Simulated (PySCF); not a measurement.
Consider C₆H₁₂O₂Si.

The calculation's input:

```
{"job": {"kind": "nmr", "xc": "PBE0", "basis": "pcSseg-1"}, "charge": 0, "multiplicity": 1}
C      3.102287    -0.182570     0.476600
O      2.285558     0.739127     1.157084
C      1.081152     1.038654     0.491231
C      0.111024    -0.128235     0.505926
C     -0.139430    -0.962571    -0.692159
C     -1.240311    -0.048497    -0.189302
Si    -2.807022    -0.704178     0.660266
C     -1.574039     1.127934    -0.980022
O     -2.680526     1.611121    -0.958810
H      2.624660    -1.164305     0.388443
H      4.013085    -0.275246     1.064591
H      3.353937     0.180781    -0.527675
H      1.290908     1.356311    -0.541430
H      0.658922     1.884676     1.042217
H      0.097560    -0.622762     1.471833
H     -0.290346    -2.025569    -0.576922
H      0.345617    -0.687438    -1.619287
H     -3.789120    -1.021874    -0.369436
H     -2.395854    -1.933674     1.351722
H     -3.273586     0.280876     1.627423
H     -0.783396     1.554382    -1.628061
```

Launched as:

```sh
OMP_NUM_THREADS=1 python probes_run.py task.json out
```

Geometry: GFN2-xTB.

Theory: PBE0/pcSseg-1, SCF density, gas phase, non-relativistic in PySCF.

Predict the electron density and electron localisation function between the atoms.

C–C (1.46 Å): ρ is about 1.9 e/Å³ halfway; the ELF peaks at about 0.95 between the atoms; localised, covalent bonding.
C–C (1.52 Å): ρ at the midpoint is about 1.7 e/Å³; the ELF peaks at about 0.95 between the atoms; a shared electron pair.

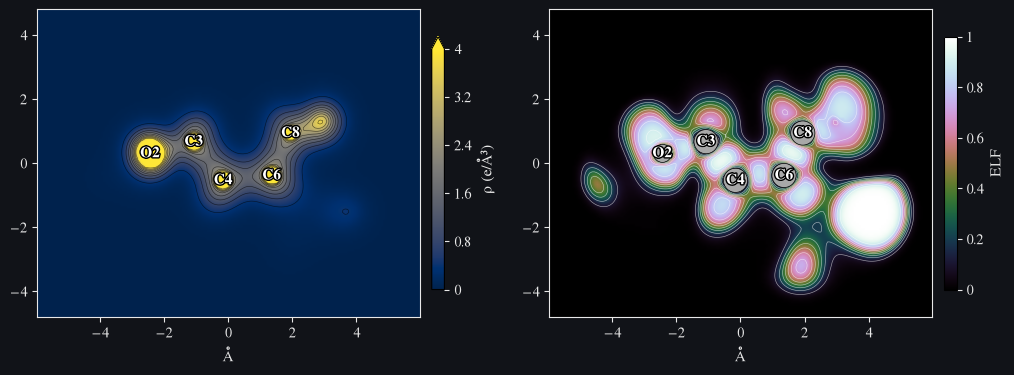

Computed electron density and electron localisation function on the plane of atoms O2, C3 and C4, in this order. Grey discs cover the atomic cores in the ELF map. 
